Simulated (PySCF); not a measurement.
**C₄H₁₁NSi₂ (SMILES C=CC(=C)N([SiH3])[SiH3]): density, localisation and related maps**

Input

```
{"job": {"kind": "nmr", "xc": "PBE0", "basis": "pcSseg-1"}, "charge": 0, "multiplicity": 1}
C      2.002142    -1.188816     0.564840
C      1.422490    -0.157911     1.165317
C      0.275958     0.587164     0.651388
C      0.010456     1.807359     1.126391
N     -0.484214     0.010360    -0.378560
Si    -1.233033    -1.544933    -0.135546
Si    -0.885555     0.998234    -1.754241
H      1.638452    -1.576129    -0.371499
H      2.866228    -1.675942     0.984148
H      1.830790     0.228549     2.090026
H      0.626677     2.259022     1.883445
H     -0.820448     2.385755     0.764141
H     -2.684024    -1.394117    -0.273714
H     -0.741076    -2.468732    -1.161226
H     -0.894418    -1.994280     1.210742
H      0.216063     1.944167    -1.911367
H     -0.994146     0.082352    -2.888009
H     -2.161101     1.704214    -1.577933
```

Run with:

```sh
OMP_NUM_THREADS=1 python probes_run.py task.json out
```

Geometry: GFN2-xTB.

Level of theory: PBE0/pcSseg-1, SCF density, gas phase, non-relativistic (PySCF 2.14.0).

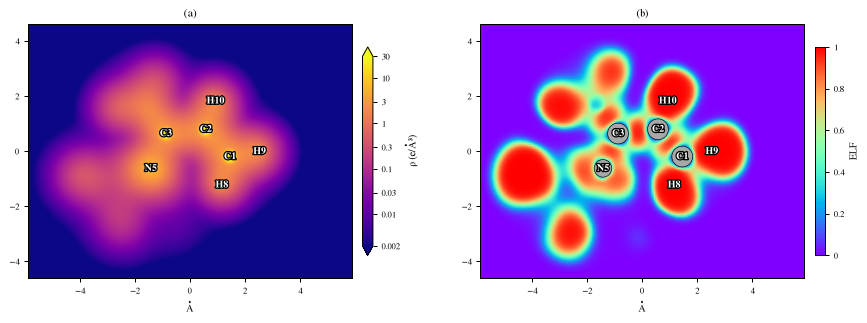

Figure 1. (a) total electron density; (b) ELF on the plane of atoms C1, C2 and H10. Grey discs cover the atomic cores in the ELF map.

What does the map show?

Atoms in the plane: C, N and H.
C–C (1.33 Å): ρ at the midpoint is about 2.3 e/Å³; the ELF peaks at about 0.90 between the atoms; a short, multiple covalent bond.
C–N (1.40 Å): ρ at the midpoint is about 2.1 e/Å³; the ELF peaks at about 0.90 between the atoms, as expected for localised, covalent bonding.
C–H (1.08 Å): ρ is about 2 e/Å³ halfway; the ELF climbs to about 1 towards the hydrogen, as it does in any bond to H (a covalent bond by its length).
C–C (1.46 Å): ρ is about 1.9 e/Å³ halfway; the ELF peaks at about 0.95 between the atoms; a shared electron pair.
The ELF also peaks beside N5, away from the bonds: lone-pair regions.

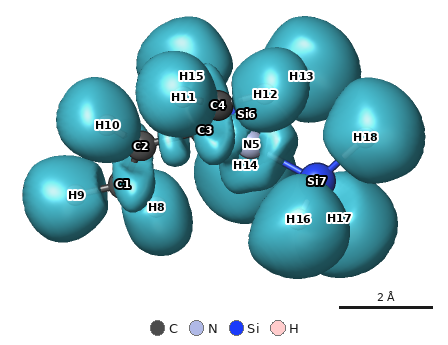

Figure 2. Isosurface of the ELF at 0.75 (cyan), seen from one side. Core shells and regions of very low density are left out.

Describe the localisation domains.

The ELF exceeds this value in three regions between bonded C–C atoms (shared pairs), eleven regions around hydrogen nuclei and one region on N in which the atom's valence shell and bonds are merged.

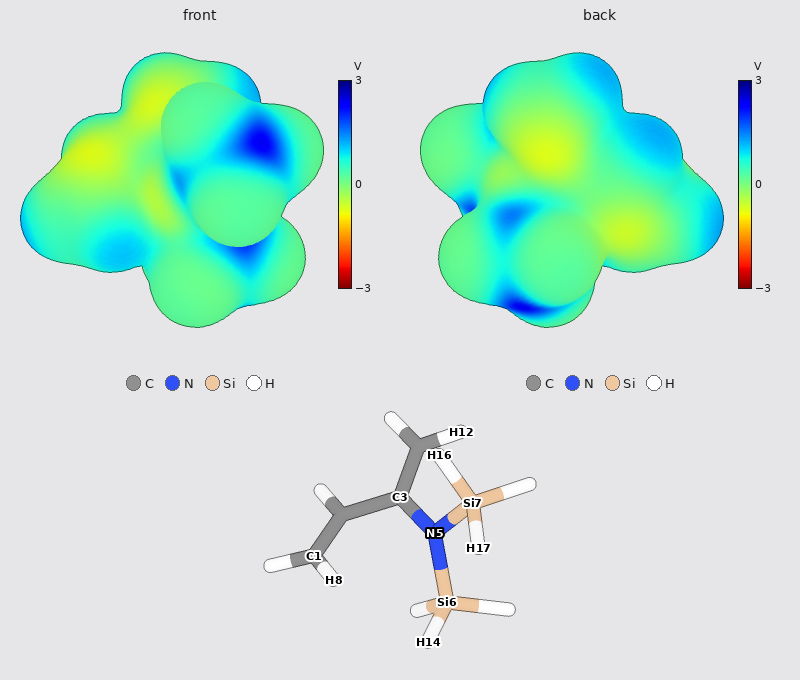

Figure 3. The molecular electrostatic potential painted on the density surface at 0.004 e/bohr³, seen from the front and from behind; red is negative and blue positive. The bare structure is drawn below in the same view.

Which sites attract a positive test charge, and which a negative one?

A positive charge is drawn to the negative regions and a negative charge to the positive ones. The most negative region (about −0.7 V) lies over the π face of C1, C2, C3 and C4, the most positive (about +2.2 V) over Si6 and Si7.

How polar is the molecule by this calculation?

Its dipole moment is 0.35 D.
